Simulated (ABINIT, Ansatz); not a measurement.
# NaAsF6 (Fm-3m): G0W0 with ABINIT, start to end, part 3 of 3

Aim: the G0W0 gap of NaAsF6 (Fm-3m) on LDA, step by step.

ABINIT 10.8.3; LDA and many-body steps on it, plane waves. Known limits of the many-body steps: not at the basis limit; no spin-orbit coupling; coarse k mesh.

So far. Step 4 (Empty states on the mesh, 2×2×2 mesh, 106 bands): On this mesh the gap is 5.289 eV. Step 5 (Screening, 2×2×2 mesh, 98 bands, screening to 98 eV): Local fields lower ε∞ by 9 %. On a Γ-centred mesh this coarse the value itself is usually too large, while a short band sum pulls it down.

### Step 6. Self-energy, 2×2×2 mesh, 98 bands, screening to 98 eV

The self-energy is evaluated for the states that the input lists, and the levels follow from it, in one-shot runs by the linearised quasiparticle equation.

This step: G0W0 on LDA, plane waves, norm-conserving pseudopotentials.

File run.abi:

```
acell 3*1.0 Angstrom
rprim 
  -0.000000000000 3.983049320000 3.983049320000
  3.983049320000 -0.000000000000 3.983049320000
  3.983049320000 3.983049320000 0.000000000000
ntypat 3
znucl 11 33 9
natom 8
typat 1 2 3 3 3 3 3 3
xred 
  0.500000000000 0.500000000000 0.500000000000
  0.000000000000 0.000000000000 0.000000000000
  0.781629880000 0.781629880000 0.218370120000
  0.218370120000 0.781629880000 0.218370120000
  0.781629880000 0.218370120000 0.218370120000
  0.218370120000 0.218370120000 0.781629880000
  0.781629880000 0.218370120000 0.781629880000
  0.218370120000 0.781629880000 0.781629880000
pp_dirpath "pseudos"
pseudos "Na.upf, As.upf, F.upf"
ecut 44
ngkpt 2 2 2
nshiftk 1
shiftk 0 0 0
kptopt 1
chksymbreak 0
istwfk *1
occopt 1
irdwfk 1
optdriver 4
nband 98
gwcalctyp 0
ecutsigx 44
symsigma 1
nkptgw 1
kptgw 
  0.0000000000 0.0000000000 0.0000000000
bdgw 
  35 39
ecuteps 3.6
irdscr 1
ppmodel 1
indata_prefix "in"
outdata_prefix "out"
tmpdata_prefix "tmp"
```

Run with:

```bash
OMP_NUM_THREADS=1 mpirun -n 4 abinit run.abi > log
```

Numbers of over 12 decimals in the logs are rounded to 6 here.

Output:

```text
.Version 10.8.3 of ABINIT. v10.8.2 released Aug 2026.

 Symmetries : space group Fm -3 m (#225); Bravais cF (face-center cubic)
[... echo of the input left out ...]
== DATASET  1 ==================================================================
-   mpi_nproc: 4, omp_nthreads: 1 (-1 if OMP is not activated)

--- !DatasetInfo
iteration_state: {dtset: 1, }
dimensions: {natom: 8, nkpt: 3, mband: 98, nsppol: 1, nspinor: 1, nspden: 1, mpw: 11935, }
cutoff_energies: {ecut:  44.0, pawecutdg:  -1.0, }
electrons: {nelect:   7.40000000E+01, charge:   0.00000000E+00, occopt:   1.00000000E+00, tsmear:   1.00000000E-02, }

 SIGMA: Calculation of the GW corrections

 Based on a program developped by R.W. Godby, V. Olevano, G. Onida, and L. Reining.
 Incorporated in ABINIT by V. Olevano, G.-M. Rignanese, and M. Torrent.
.Using double precision arithmetic ; gwpc =  8

[... cell and pseudopotentials left out ...]
--------------------------------------------------------------------------------

 ==== K-mesh for the wavefunctions ====
 Number of points in the irreducible wedge :     3
[... list of points left out ...]
 Together with 48 symmetry operations and time-reversal symmetry
 yields     8 points in the full Brillouin Zone.

 ==== Q-mesh for screening function ====
 Number of points in the irreducible wedge :     3
[... list of points left out ...]
 Together with 48 symmetry operations and time-reversal symmetry
 yields     8 points in the full Brillouin Zone.

 vcoul_init : cutoff-mode = AUXILIARY_FUNCTION
 q-points for optical limit:   1
     1)      0.000010    0.000020    0.000030
 setmesh: FFT mesh size selected  =    64x   64x   64
          total number of points  =       262144

 Number of electrons calculated from density =   74.0000; Expected =   74.0000
 average of density, n =  0.086768
 r_s =    1.4013
 omega_plasma =   28.4141 [eV]

 === KS Band Gaps ===
  >>>> For spin  1
   Minimum direct gap =   5.2892 [eV], located at k-point      :   0.0000  0.0000  0.0000
   Fundamental gap    =   5.2892 [eV], Top of valence bands at :   0.0000  0.0000  0.0000
                                       Bottom of conduction at :   0.0000  0.0000  0.0000
 SIGMA fundamental parameters:
 PLASMON POLE MODEL  1
 number of plane-waves for SigmaX                11935
 number of plane-waves for SigmaC and W            283
 number of plane-waves for wavefunctions         11935
 number of bands                                    98
 number of independent spin polarizations            1
 number of spinorial components                      1
 number of k-points in IBZ                           3
 number of q-points in IBZ                           3
 number of symmetry operations                      48
 number of k-points in BZ                            8
 number of q-points in BZ                            8
 number of frequencies for dSigma/dE                 9
 frequency step for dSigma/dE [eV]                0.25
 number of omega for Sigma on real axis              0
 max omega for Sigma on real axis  [eV]           0.00
 zcut for avoiding poles [eV]                     0.10

 EPSILON^-1 parameters (SCR file):
 dimension of the eps^-1 matrix on file            283
 dimension of the eps^-1 matrix used               283
 number of plane-waves for wavefunctions         11935
 number of bands                                    98
 number of q-points in IBZ                           3
 number of frequencies                               2
 number of real frequencies                          1
 number of imag frequencies                          1

 matrix elements of self-energy operator (all in [eV])

 Perturbative Calculation

--- !SelfEnergy_ee
iteration_state: {dtset: 1, }
kpoint     : [   0.000,    0.000,    0.000, ]
spin       : 1
KS_gap     :    5.289
QP_gap     :   10.995
Delta_QP_KS:    5.705
data: !SigmaeeData |
     Band     E0 <VxcDFT>   SigX SigC(E0)      Z dSigC/dE  Sig(E)    E-E0       E
       35  -3.679 -23.072 -30.803   4.993   0.827  -0.210 -25.335  -2.264  -5.943
       36  -3.679 -23.072 -30.803   4.993   0.827  -0.210 -25.335  -2.264  -5.943
       37  -3.679 -23.072 -30.803   4.993   0.827  -0.210 -25.335  -2.264  -5.943
       38   1.610 -18.550 -13.230  -1.423   0.883  -0.132 -15.108   3.442   5.051
       39   5.598 -10.075  -5.459  -1.813   0.908  -0.101  -7.529   2.546   8.144

== END DATASET(S) ==============================================================
================================================================================

 -outvars: echo values of variables after computation  --------
           etotal      0.0000000000E+00
            nband          98
             nkpt           3
          spgroup         225
 [... the other variables as echoed above ...]

 Calculation completed.
```

It took 6.5 s on 4 MPI ranks of Arm Neoverse V1, shared host; peak memory 1.2 GiB; 25 s of CPU time.

Numbers from this step:

```
G0W0 gap on the points computed              : 10.99 eV
starting gap on the mesh                     : 5.289 eV
k of the valence top                         : 0, 0, 0
k of the conduction bottom                   : 0, 0, 0
Z at the valence top                         : 0.827
Z at the conduction bottom                   : 0.883
least direct G0W0 gap on the computed points : 10.99 eV
```

The gap on the mesh goes from 5.29 eV to 10.99 eV, a correction of +5.70 eV.

Limits: finite bands, cutoff and mesh; no spin-orbit coupling; coarse k mesh. v1 is the top filled band, c1 the lowest empty one. The levels before and after the correction (eV, zero at the valence-band top of each column):

```tsv
	conduction bottom	valence top
Kohn-Sham	5.29	0.00
G0W0	10.99	0.00
```

```tsv
	level	energy (eV)
Kohn-Sham	Γ v3-v1	0.000
Kohn-Sham	Γ c1	5.289
Kohn-Sham	Γ c2	9.277
G0W0	Γ v3-v1	0.000
G0W0	Γ c1	10.994
G0W0	Γ c2	14.087
```

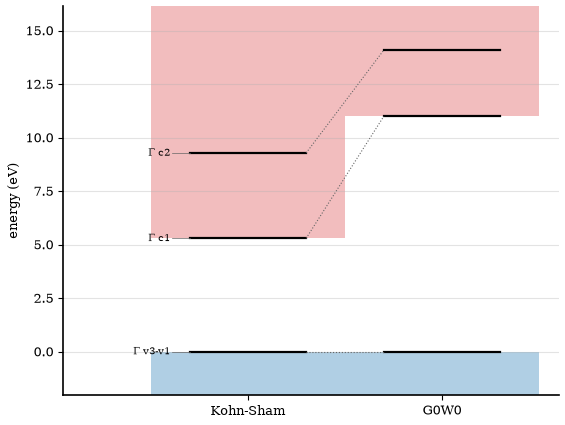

Levels before and after the correction. Shaded: valence and conduction bands.

### Step 7. Where the time went

Times are wall times on 4 MPI ranks of Arm Neoverse V1, shared host, good to a factor of about two.

```tsv
step	time	share	memory (GiB)
ground state	64 s	28 %	0.55
bands along the symmetry lines	87 s	38 %	0.57
empty states on the mesh	38 s	17 %	0.44
screening	32 s	14 %	1.9
self-energy	6.5 s	3 %	1.2
```

### Step 8. Outcome

```json
{"LDA gap": "5.29 eV, direct", "G0W0 gap on the mesh": "10.99 eV", "GW settings": "2×2×2 mesh, 98 bands, screening to 98 eV, Godby-Needs plasmon pole", "known limits": "not at the basis limit; no spin-orbit coupling; coarse k mesh"}
```

What this shows: G0W0 moves the gap on the mesh from 5.29 eV to 10.99 eV (+5.70 eV), with Z of 0.83 and 0.88 at the edges. Local fields lower the RPA ε∞ on this mesh from 1.89 to 1.72; a Γ-centred mesh this coarse tends to raise both, most where the direct gap is narrow, while a short band sum lowers them. Only 1 of the mesh's irreducible points was corrected, so a valley elsewhere could overtake. Bands and cutoff are finite, so the gap is not at the basis limit. The miss can reach some tenths of an eV and take either sign; the mesh is an error of its own. In the G0W0 run levels were corrected at 1 k point alone, so a gap called «on the mesh» is the least over those, and an edge elsewhere would be missed. The 2×2×2 mesh is coarse for this cell, which bears on the long-range parts of exchange and screening. The many-body steps are scalar-relativistic: spin-orbit coupling is not in them.

[Paths, hosts, dates, memory and timing lines, banners, echoed tables and standing remarks are left out of the program output.]

[Logs are printed without paths, hosts, clocks, repeated set-up lines and the standing remarks that a program may print on its own settings, such as how far it seeks lower states.]

[Runs of the session that timed out or met a known fault of the program may be left out.]

[Hosts, paths, dates, database ids (printed as entryN), source tags and the programs' standing remarks are cut or masked in the printed files.]

[G0W0 gaps are taken among the corrected bands and points alone; a level outside them can change the order at an edge.]

[Where Ansatz stands beside ABINIT at settings called matched, ABINIT's density can come from a denser mesh and the files from another edition; pairs whose starting gaps differed by over 0.03 eV were left out, so agreement reads better than it is.]
